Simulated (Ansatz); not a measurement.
**Cr3PdN (Pm-3m): following an unstable mode**

Which phase does Cr3PdN (Pm-3m) fall into along its unstable mode, and how much energy does it gain?

Main program and level: Ansatz 0.2.0; DFT PBEsol, scalar-relativistic, plane waves, PAW; PAW set soft_1.

### 1. The starting structure

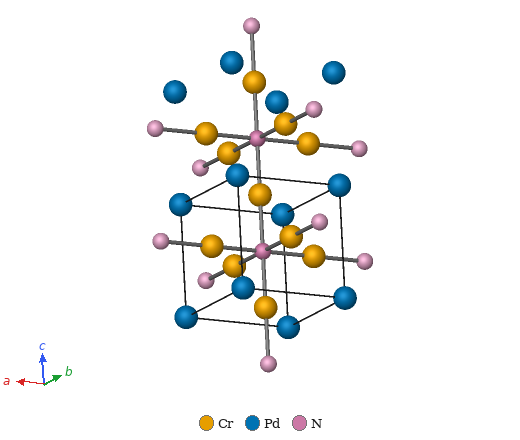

The starting structure, seen from a free direction (chromium orange, palladium blue, nitrogen pink). 1×1×2 cells are drawn. Some periodic images of atoms are drawn too.

### 2. Response at finite wavevector

The cell comes from relaxations at this level that are not shown. Stability and thermal properties need the whole zone. Linear response on a 2×2×2 q mesh gives force constants as far as a supercell of that size would.

Contents of input.yaml:

```yaml
crystal:
  lattice:
    - [3.78590862, 0.0, 0.0]
    - [0.0, 3.78590862, 0.0]
    - [0.0, 0.0, 3.78590862]
  atoms:
    - { symbol: Cr, position: [0.5, 0.0, 0.5] }
    - { symbol: Cr, position: [0.0, 0.5, 0.5] }
    - { symbol: Cr, position: [0.5, 0.5, 0.0] }
    - { symbol: Pd, position: [0.0, 0.0, 0.0] }
    - { symbol: "N", position: [0.5, 0.5, 0.5] }
kpoints:
  mp_grid: { grid: [12, 12, 12] }
hamiltonian:
  xc: pbesol
  pseudopotentials: { kind: paw, azcp: { folder: soft_1 }, xc_functional: pbe }
scf:
  occupations: { method: methfessel_paxton, width: 0.2 }
output:
  eigenvalues: true
phonons:
  method: dfpt
  qmesh: [2, 2, 2]
  temperatures: { t_max: 1000, t_step: 50 }
  qpath:
    path:
      - [[0.0, 0.0, 0.0], [0.0, 0.5, 0.0], [0.5, 0.5, 0.0], [0.0, 0.0, 0.0], [0.5, 0.5, 0.5], [0.0, 0.5, 0.0]]
      - [[0.5, 0.5, 0.5], [0.5, 0.5, 0.0]]
    npoints: 10
```

Started as:

```console
$ ansatz run input.yaml --threads 4 --pin off --max-ram 10240MiB --backend cpu --events-out ev --progress --plain --runs-dir out
```

Numbers of over 12 decimals in the logs are rounded to 6 here.

Output:

```text
Engine: ansatz 0.2.0, aarch64-unknown-linux-gnu
Pseudopotentials: kind: paw
Pseudopotential: Cr, paw, valence charge 14, recommended cutoff 420 eV (normal), soft_1/Cr.paw.azcp
Pseudopotential: Pd, paw, valence charge 18, recommended cutoff 420 eV (normal), soft_1/Pd.paw.azcp
Pseudopotential: N, paw, valence charge 5, recommended cutoff 420 eV (normal), soft_1/N.paw.azcp
Functional definition: PBEsol
  exchange = pbesol_x
  correlation = pbesol_c
Crystal: 5 atoms, lattice volume = 54.264 Å³
Basis set: ecut = 420 eV, 1045 PW (Γ), exchange–correlation on 54×54×54 points (8 copies of the dense FFT grid, shifted against one another)
Bands: 39, of which v1, the nominal top of the filled ones, is band 33 counted from 1 (32 counted from 0)
Symmetry: 48 space group operations
k-points: 84 of 1728
Non-local potential: Cr, projectors of the file, l = 0: 3, l = 1: 2, l = 2: 3, l = 3: 1
Non-local potential: Pd, projectors of the file, l = 0: 2, l = 1: 2, l = 2: 2, l = 3: 1
Non-local potential: N, projectors of the file, l = 0: 2, l = 1: 2, l = 2: 1
PAW form: soft (Blöchl's): semilocal exchange-correlation on the pseudo side does not see the compensation charge
PAW frozen core: Cr, regenerated for the run's functional, and the local potential with it (the file was generated under x = pbe(κ = 0.804, μ = 0.219515), c = pbe(β = 0.066725))
PAW frozen core: Pd, regenerated for the run's functional, and the local potential with it (the file was generated under x = pbe(κ = 0.804, μ = 0.219515), c = pbe(β = 0.066725))
PAW frozen core: N, regenerated for the run's functional, and the local potential with it (the file was generated under x = pbe(κ = 0.804, μ = 0.219515), c = pbe(β = 0.066725))
PAW one-centre angular grid: Cr, 590 points (default); XC on 64 Gauss nodes
PAW one-centre angular grid: Pd, 590 points (default); XC on 64 Gauss nodes
PAW one-centre angular grid: N, 110 points (default); XC on 64 Gauss nodes
Initial density: superposition of atomic densities (chi_scale 0.1, normalization cell, long waves kept (reshape's long-wave potential 0.00 eV rms))
Initial wavefunctions: pseudopotential atomic-orbital guess
Functional: x = pbesol(κ = 0.804, μ = 0.123457), c = pbesol(β = 0.046)
SCF iter   1: F=—  HF=-17345.998837 eV  |F-HF|=—  |Δ(HF+E_count)|=         —  Δρ=3.54e-1  dr2=1.13e2  ethr=3.10e-3  ⟨swp⟩=4.0  Hψ=9639  notcnv=0
preconditioner: auto → Kerker (q_TF=auto, 2.812 Å⁻¹)  [metal: Δε(μ)=0.018 eV  Ē_g=6.005 eV  σ=0.200 eV  W_gap=0.08  n_scr=18 (ndim 8)  ℏωp=29.0 eV  f_vac=0.000  D(μ)=3.33/eV (n_scr^D=32)]
SCF iter   2: F=—  HF=-17336.357669 eV  |F-HF|=—  |Δ(HF+E_count)|=    9.64e0  S|Δr|=    0.00e0  Δρ=1.55e-1  dr2=2.39e1  ethr=3.10e-3  ⟨swp⟩=3.0  Hψ=7580  notcnv=0  defer=15
SCF iter   3: F=—  HF=-17334.400038 eV  |F-HF|=—  |Δ(HF+E_count)|=    1.96e0  S|Δr|=    0.00e0  Δρ=4.30e-2  dr2=2.08e0  ethr=3.10e-3  ⟨swp⟩=2.4  Hψ=5586  notcnv=0  defer=10
SCF iter   4: F=—  HF=-17334.191330 eV  |F-HF|=—  |Δ(HF+E_count)|=   2.09e-1  S|Δr|=    0.00e0  Δρ=1.85e-2  dr2=4.07e-1  ethr=3.10e-3  ⟨swp⟩=2.0  Hψ=4291  notcnv=0  defer=7
SCF iter   5: F=—  HF=-17334.129972 eV  |F-HF|=—  |Δ(HF+E_count)|=   6.14e-2  S|Δr|=    0.00e0  Δρ=3.51e-3  dr2=9.35e-3  ethr=6.26e-4  ⟨swp⟩=1.9  Hψ=3723  notcnv=0  defer=9
SCF iter   6: F=—  HF=-17334.129352 eV  |F-HF|=—  |Δ(HF+E_count)|=   6.21e-4  S|Δr|=    0.00e0  Δρ=1.02e-3  dr2=7.03e-4  ethr=1.44e-5  ⟨swp⟩=2.0  Hψ=4707  notcnv=0  defer=6
SCF iter   7: F=—  HF=-17334.129207 eV  |F-HF|=—  |Δ(HF+E_count)|=   1.45e-4  S|Δr|=    0.00e0  Δρ=2.39e-4  dr2=2.44e-5  ethr=1.08e-6  ⟨swp⟩=2.0  Hψ=4471  notcnv=0  defer=6
SCF iter   8: F=—  HF=-17334.129209 eV  |F-HF|=—  |Δ(HF+E_count)|=   2.25e-6  S|Δr|=    0.00e0  Δρ=1.35e-4  dr2=1.05e-5  ethr=3.75e-8  ⟨swp⟩=2.0  Hψ=5938  notcnv=0  defer=6
SCF iter   9: F=—  HF=-17334.129203 eV  |F-HF|=—  |Δ(HF+E_count)|=   5.56e-6  S|Δr|=    0.00e0  Δρ=2.38e-5  dr2=2.87e-7  ethr=1.61e-8  ⟨swp⟩=2.1  Hψ=4194  notcnv=0  defer=6
SCF iter  10: F=—  HF=-17334.129204 eV  |F-HF|=—  |Δ(HF+E_count)|=   7.02e-7  S|Δr|=    0.00e0  Δρ=8.40e-6  dr2=4.93e-8  ethr=4.41e-10  ⟨swp⟩=2.2  Hψ=4394  notcnv=0  defer=6
SCF iter  11: F=—  HF=-17334.129204 eV  |F-HF|=—  |Δ(HF+E_count)|=   4.75e-9  S|Δr|=    0.00e0  Δρ=1.76e-6  dr2=1.58e-9  ethr=7.59e-11  ⟨swp⟩=2.0  Hψ=3721  notcnv=0  defer=6
SCF iter  12: F=—  HF=-17334.129204 eV  |F-HF|=—  |Δ(HF+E_count)|=  2.95e-10  S|Δr|=    0.00e0  Δρ=7.18e-7  dr2=1.52e-10  ethr=2.43e-12  ⟨swp⟩=2.0  Hψ=6011  notcnv=0  defer=6
SCF iter  13: F=-17334.129204 eV  HF=-17334.129204 eV  |F-HF|=3.64e-12  |Δ(HF+E_count)|=  3.64e-11  S|Δr|=    0.00e0  Δρ=1.42e-7  dr2=7.64e-12  ethr=1.00e-12  ⟨swp⟩=4.3  Hψ=14932  notcnv=0
the search or the solves at the SCF's close seem to have found levels that the self-consistency loop had missed (the run counts 1). By its estimate they hold under 1e-12 electrons; where the run keeps them, the occupations were computed again with them
SCF 1 converged in 13 iterations: F = -17334.129204 eV  dr2 = 7.64e-12
  greatest PAW one-centre occupation: 1.001 electrons in one spin orbital (limit 2), on the Cr atom at site 0 (counted from 0), in its partial waves of l = 0
phonons: the bands overlap, so this run is a metal and interpolates without the dipole-dipole term. If the crystal is really an insulator or semiconductor, its LO-TO splitting is missing
NSCF: frozen V_eff on 84 k-points
NSCF: frozen V_eff on 343 k-points
DFPT response loops at q = (0, 0, 0) (fractional): preconditioner auto → Kerker (q_TF=auto, 2.812 Å⁻¹) (partly filled bands, converged f_vac=0.000); β = 1.00, the filter's whole step (`scf.mixing.beta` (0.50) is not read by the response loops under this deck's `scf.mixing.preconditioner`; to damp them name `kerker` or `kerker_dos`, under which they read `scf.mixing.beta`, and type it under 1.00, their step now; both keys bind the ground state too); Broyden in place of MSR1
NSCF: frozen V_eff on 686 k-points
DFPT response loops at q = (0, 0, -0.5) (fractional): mixed as the last ones told, above
NSCF: frozen V_eff on 686 k-points
DFPT response loops at q = (0, -0.5, -0.5) (fractional): mixed as the last ones told, above
NSCF: frozen V_eff on 686 k-points
DFPT response loops at q = (-0.5, -0.5, -0.5) (fractional): mixed as the last ones told, above
SCF converged after 13 iterations
Stability not checked: this state was not tested for a lower state beside it, because cold or Methfessel-Paxton smearing, or corrected tetrahedra, fill the levels in a way that the test cannot read (fill_not_monotonic; see scf.lower_state_search)
Free energy (F): -17334.129204 eV
Harris-Foulkes:  -17334.129204 eV  (|F-HF|=3.64e-12)
Internal energy: -17334.128697 eV  (E = F + TS)
E sigma→0 (E₀):  -17334.129077 eV
Entropy (-TS):   -0.000507 eV (-0.101 meV/atom)
Fermi energy:    19.367504 eV
--- Per-component energies (eV) ---
  E_band       = -562.189600
  E_kinetic    = 1490.510388
  E_local      = -5344.779062  (includes V_loc(G=0)·N_el)
  E_nonlocal   = 536.766408
  E_hartree    = 2350.845371
  E_xc         = -545.325573
  E_vxc        = -695.655189  (∫ρ·V_xc dr)
  E_paw        = -7438.167412  (= ΣΔE_a)
  E_vpaw       = -1250.726338  (= ΣTr[D̂ρ^β])
  E_aug_tail   = 0.003320  (compensation charges beyond the density's cutoff)
  E_ewald      = -8384.792761
  E_core_change = 0.810623  (= ΣΔE_core)
  E_smearing   = -0.000507  (= −TS)
  E_closure    = -0.000000  (closes the sum)
  Σ components = -17334.129204   (vs F -17334.129204, Δ=0.00e0)
--- Band table (eV; the first three rows and the last of 84) ---
  k-point 0: bands = [... 29 lower, 19.1553, 19.1553, 19.9977, 19.9977, 20.6478, 20.6478, 20.6478, 21.0910, ... 2 higher]
  k-point 1: bands = [... 29 lower, 19.1317, 19.1752, 19.9763, 20.0110, 20.5047, 20.5047, 20.6450, 21.0422, ... 2 higher]
  k-point 2: bands = [... 29 lower, 18.9962, 19.2342, 19.9148, 19.9473, 20.1669, 20.1669, 20.6378, 20.9022, ... 2 higher]
  k-point 83: bands = [... 29 lower, 19.3303, 19.3303, 19.3303, 19.7596, 19.7596, 19.7596, 20.6075, 20.6075, ... 2 higher]
--- Phonons (Γ-DFPT): 4 representative perturbations + reference (Σ response iterations 13) ---
  ASR residual: 6.354e-5 → 0.000e0 eV/Å²; symmetrization residual: 1.354e-6 eV/Å²
  ASR residual per site (eV/Å²): 6.35e-5 6.35e-5 6.35e-5 5.31e-5 7.31e-6
  Γ frequencies (cm⁻¹): -70.53 -70.53 -70.53 0.00 0.00 0.00 71.74 71.74 71.74 197.32 197.32 197.32 690.21 690.21 690.21
--- Phonons (arbitrary-q DFPT): 4 irreducible q on the 2×2×2 mesh ---
  q = [0.0000, 0.0000, 0.0000] (star 1, of the zone-centre solve; hermiticity 1.21e-7, symmetrization 8.99e-13): -70.53 -70.53 -70.53 -0.00 0.00 0.00 71.74 71.74 71.74 197.32 197.32 197.32 690.21 690.21 690.21
  q = [0.0000, 0.0000, -0.5000] (star 3, 9 solved perturbations in 2646 linear systems a pass and spin channel, the states on 343 of 1728 k-point pairs; hermiticity 1.41e-7, symmetrization 1.02e-12): 55.80 55.80 75.08 75.08 161.95 161.95 164.33 166.73 176.55 176.55 207.12 330.86 678.58 685.06 685.06
  q = [0.0000, -0.5000, -0.5000] (star 3, 9 solved perturbations in 2646 linear systems a pass and spin channel, the states on 343 of 1728 k-point pairs; hermiticity 1.53e-7, symmetrization 1.62e-13): -70.22 57.84 126.02 126.02 162.44 175.20 181.67 181.67 201.77 201.77 261.08 367.97 679.93 687.90 687.90
  q = [-0.5000, -0.5000, -0.5000] (star 1, 4 solved perturbations in 931 linear systems a pass and spin channel, the states on 343 of 1728 k-point pairs; hermiticity 1.42e-8, symmetrization 2.30e-12): -45.60 -45.60 -45.60 101.51 101.51 101.51 194.50 194.50 194.50 261.08 261.08 373.92 673.79 673.79 673.79
  sum rule: each row above includes the acoustic sum rule's correction from the zone centre's row sums; it moved no ω² by more than (0.58 cm⁻¹)²
  mesh force constants: q→R imaginary residual 4.79e-18; ASR residual 6.354e-5 → 0.000e0 eV/Å²; symmetrization residual 2.132e-14 eV/Å²
  interpolated dispersion: 62 rows × 15 modes
  density of states and harmonic sums: on the 16×16×16 q-mesh, interpolated from the force constants of a 2×2×2 supercell (no non-analytic term)
  largest difference from the sums on the solved wave vectors: F 1.84e-1 eV, S 2.86e-4 and C_V 1.02e-4 eV/K
  zero-point energy: 0.244074 eV/cell   skipped modes (ω ≤ 0): 81, of them read as no rigid motion or as one in doubt: 78 (3.210e-1 modes/cell left out, lowest -70.53 cm⁻¹)   left out of the sums: 2.15e-2 of the cell's modes: C_V's classical limit lies that fraction below 3 k_B per atom; for a crystal, a wire or a layer, F and S can be off by more, and a phonons.interpolated_qmesh denser along its periods is the remedy for the sampling
```

The job ended after 9.9 min (4 threads of Arm Neoverse V1, shared host; peak memory 2.3 GiB; 38 min of CPU time).

This run has no spin polarisation, although Cr can carry a moment.

Numbers from this step:

- volume per atom: 10.85 Å³
- gap on the k-mesh: 0 eV
- sum-rule residual before enforcement: 6.35e-5 eV/Å²
- lowest frequency on the path: -70.53 cm⁻¹
- point group: m-3m
- highest frequency on the path or at a solved wavevector: 690.2 cm⁻¹
- highest optical mode at the zone centre (no LO-TO term): 690.2 cm⁻¹
- lowest optical zone-centre mode: -70.53 cm⁻¹
- lowest mode on the q mesh (acoustic modes at Γ apart): -70.53 cm⁻¹

Frequencies (cm⁻¹) solved at each irreducible wavevector; negative means imaginary. Frequencies by wavevector, by row:

```
q in reciprocal lattice units  star  mode 1  mode 2  mode 3  mode 4  mode 13  mode 14  mode 15
                        0 0 0     1   -70.5   -70.5   -70.5       0    690.2    690.2    690.2
                     0 0 -0.5     3    55.8    55.8    75.1    75.1    678.6    685.1    685.1
                  0 -0.5 -0.5     3   -70.2    57.8     126     126    679.9    687.9    687.9
               -0.5 -0.5 -0.5     1   -45.6   -45.6   -45.6   101.5    673.8    673.8    673.8
```

Interpolated from a 2×2×2 q mesh, rough between the solved points. The phonon branches at the labelled points (cm⁻¹):

```
    point  branch 1  branch 2  branch 3  branch 4  branch 12  branch 13  branch 14  branch 15
        Γ       -70       -70       -70         0        197        690        690        690
        X        56        56        75        75        331        679        685        685
        M       -70        58       126       126        368        680        688        688
        Γ       -70       -70       -70         0        197        690        690        690
        R       -46       -46       -46       102        374        674        674        674
        X        56        56        75        75        331        679        685        685
jump to R       -46       -46       -46       102        374        674        674        674
        M       -70        58       126       126        368        680        688        688
```

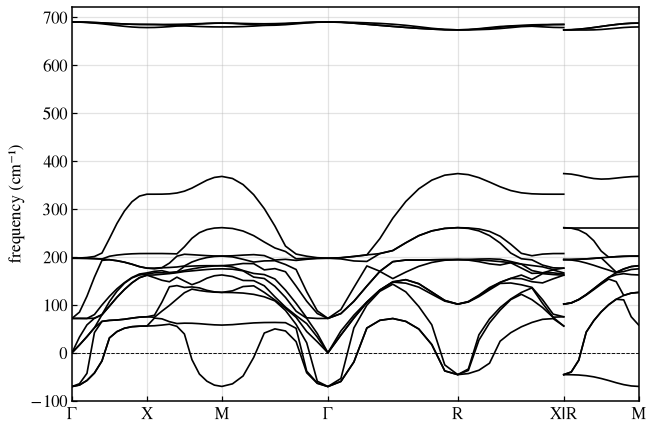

Phonon branches along the path.

Symmetry leaves 4 wavevectors to solve. The lowest mode among them, the acoustic zeros apart, lies at Γ and is imaginary, 70.5i cm⁻¹, so the energy falls along it.

### 3. The mode frozen in, largest atomic shift 0 Å

The mode followed lies at Γ with frequency 70.5i cm⁻¹ and is 3-fold degenerate, the softest among the wavevectors solved. At small amplitude the distorted cell has space group no. 115 by a symmetry search on the positions. The undistorted cell that holds it gives the zero of energy on the same k mesh.

input.yaml, the sections that differ from step 2:

```yaml
output:
  forces: true
  stress: true
  eigenvalues: true
# crystal, kpoints, hamiltonian, scf: as in step 2
# phonons: removed
```

Output:

```text
[...]
Crystal: 5 atoms, lattice volume = 54.264 Å³
Basis set: ecut = 420 eV, 1045 PW (Γ), exchange–correlation on 54×54×54 points (8 copies of the dense FFT grid, shifted against one another)
Bands: 39, of which v1, the nominal top of the filled ones, is band 33 counted from 1 (32 counted from 0)
Symmetry: 48 space group operations
[...]
k-points: 84 of 1728
[...]
k-point 0: bands = [... 29 lower, 19.1553, 19.1553, 19.9977, 19.9977, 20.6478, 20.6478, 20.6478, 21.0911, ... 2 higher]
  k-point 1: bands = [... 29 lower, 19.1317, 19.1752, 19.9763, 20.0110, 20.5047, 20.5047, 20.6450, 21.0422, ... 2 higher]
  k-point 2: bands = [... 29 lower, 18.9962, 19.2342, 19.9148, 19.9473, 20.1669, 20.1669, 20.6378, 20.9023, ... 2 higher]
  k-point 83: bands = [... 29 lower, 19.3303, 19.3303, 19.3303, 19.7596, 19.7596, 19.7596, 20.6075, 20.6075, ... 2 higher]
[key lines of the parts left out:]
SCF converged after 10 iterations
Free energy (F): -17334.129204 eV
Fermi energy:    19.367520 eV
P = ⅓ Tr σ = -0.0076 GPa (-0.076 kbar)
```

Wall time 3.2 s (4 threads); peak memory 0.45 GiB; 12 s of CPU time.

This run has no spin polarisation although its electron count is odd.

Numbers from this step:

```
pressure                         : -0.007572 GPa
energy from the undistorted cell : 0 meV/atom
```

### 4. The mode frozen in, largest atomic shift 0.08 Å

The atoms are moved along the unstable eigenvector, the largest shift by 0.08 Å, with the cell fixed.

input.yaml, the sections that differ from step 3:

```yaml
crystal:
  lattice:
    - [3.78590862, 0.0, 0.0]
    - [0.0, 3.78590862, 0.0]
    - [0.0, 0.0, 3.78590862]
  atoms:
    - { symbol: Cr, position: [0.5, 0.0, 0.5] }
    - { symbol: Cr, position: [0.0, 0.5211309907, 0.5] }
    - { symbol: Cr, position: [0.5, 0.4788690093, 0.0] }
    - { symbol: Pd, position: [0.0, 0.0, 0.0] }
    - { symbol: "N", position: [0.5, 0.5, 0.5] }
# kpoints, hamiltonian, scf, output: as in step 3
```

Output:

```text
[...]
Crystal: 5 atoms, lattice volume = 54.264 Å³
Basis set: ecut = 420 eV, 1045 PW (Γ), exchange–correlation on 54×54×54 points (8 copies of the dense FFT grid, shifted against one another)
Bands: 39, of which v1, the nominal top of the filled ones, is band 33 counted from 1 (32 counted from 0)
Symmetry: 8 space group operations
[...]
k-points: 196 of 1728 (time reversal used)
[...]
k-point 0: bands = [... 29 lower, 19.1305, 19.1918, 20.0220, 20.0521, 20.6377, 20.6377, 20.6539, 21.0634, ... 2 higher]
  k-point 1: bands = [... 29 lower, 19.1098, 19.2036, 20.0045, 20.0546, 20.4900, 20.4905, 20.6530, 21.0252, ... 2 higher]
  k-point 2: bands = [... 29 lower, 18.9757, 19.2514, 19.9359, 19.9705, 20.1534, 20.1665, 20.6438, 20.9021, ... 2 higher]
  k-point 195: bands = [... 29 lower, 19.2928, 19.3063, 19.3063, 19.7605, 19.7978, 19.7978, 20.6191, 20.6352, ... 2 higher]
[key lines of the parts left out:]
SCF converged after 11 iterations
Free energy (F): -17334.131072 eV
Fermi energy:    19.376600 eV
P = ⅓ Tr σ = 0.1556 GPa (1.556 kbar)
```

Wall time 13 s (4 threads); peak memory 0.56 GiB; 50 s of CPU time.

Numbers from this step:

```
pressure                         : 0.1556 GPa
energy from the undistorted cell : -0.437 meV/atom
```

The energy, extrapolated to zero smearing, is -0.44 meV/atom against the undistorted cell.

The run ends at a pressure of 0.16 GPa, with forces up to 0.025 eV/Å.

### 5. Energy along the mode, all amplitudes (two of the runs are shown above)

An imaginary frequency means negative curvature, so the energy should fall and then rise again as anharmonic terms take over.

This step gave:

| Item | Value |
| --- | --- |
| depth at the lowest point sampled | 0.437 meV/atom |
| largest atomic shift at that point | 0.08 Å |

Table of energy from the parent by largest atomic shift:

```
largest atomic shift (Å)  energy from the parent (meV/atom)
                  0.0000                                  0
                  0.0400                             -0.264
                  0.0800                             -0.437
                  0.1400                               3.02
                  0.2200                               24.0
```

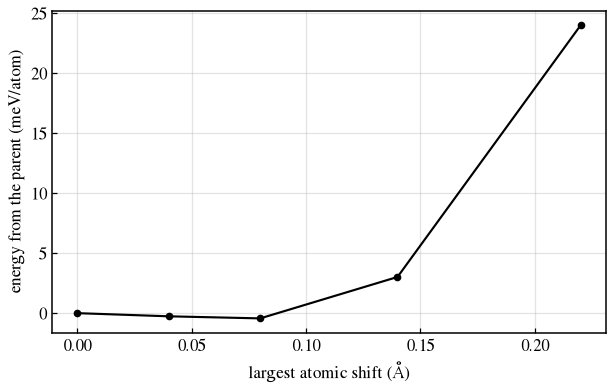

Energy from the parent against largest atomic shift.

Displacement at unit largest shift by atom:

```
atom  x (Å)  y (Å)  z (Å)  size
 Cr1   0.00   0.00   0.00  0.00
 Cr2   0.00   1.00   0.00  1.00
 Cr3   0.00  -1.00   0.00  1.00
 Pd4   0.00   0.00   0.00  0.00
  N5   0.00   0.00   0.00  0.00
```

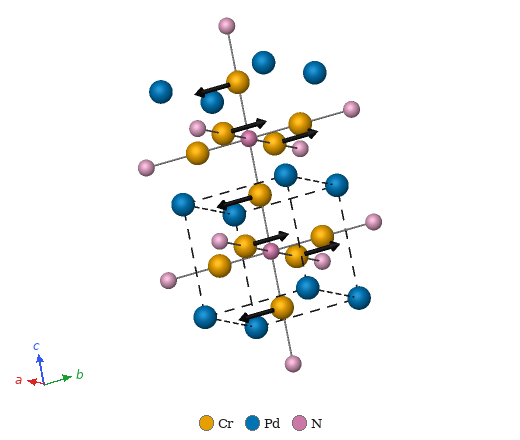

Displacement at unit largest shift as arrows, the longest 1 Å. 1×1×2 cells are drawn. Some periodic images of atoms are drawn too.

The lowest of the steps tried is at 0.08 Å, 0.437 meV/atom below the parent; the bottom of the well need not coincide with a step.

(Continued in part 2 of 2.)

[Logs are printed without paths, hosts, clocks, repeated set-up lines and the standing remarks that a program may print on its own settings, such as how far it seeks lower states.]

[Hosts, paths, dates, database ids (printed as entryN), source tags and the programs' standing remarks are cut or masked in the printed files.]
